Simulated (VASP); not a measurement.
Band structure of MgSe (rock salt). Level of theory: LDA (Ceperley-Alder, Perdew-Zunger), VASP's LDA PAW potentials (set 64) (plane waves; VASP).

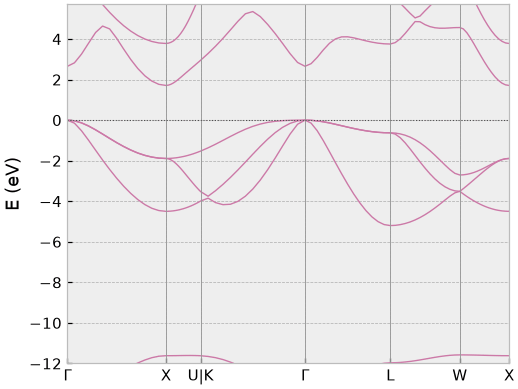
Figure. Bands along high-symmetry lines, zero at the valence-band maximum or, without a gap, the Fermi level

**Question.** Read the plot: is there a gap, and where are the band edges?

**Answer.** The gap is indirect, 1.71 eV, from the valence maximum at Γ to the conduction minimum at X. (Edges off the drawn lines would not show.)

The compound is MgSe in the rock salt structure. It was relaxed first.
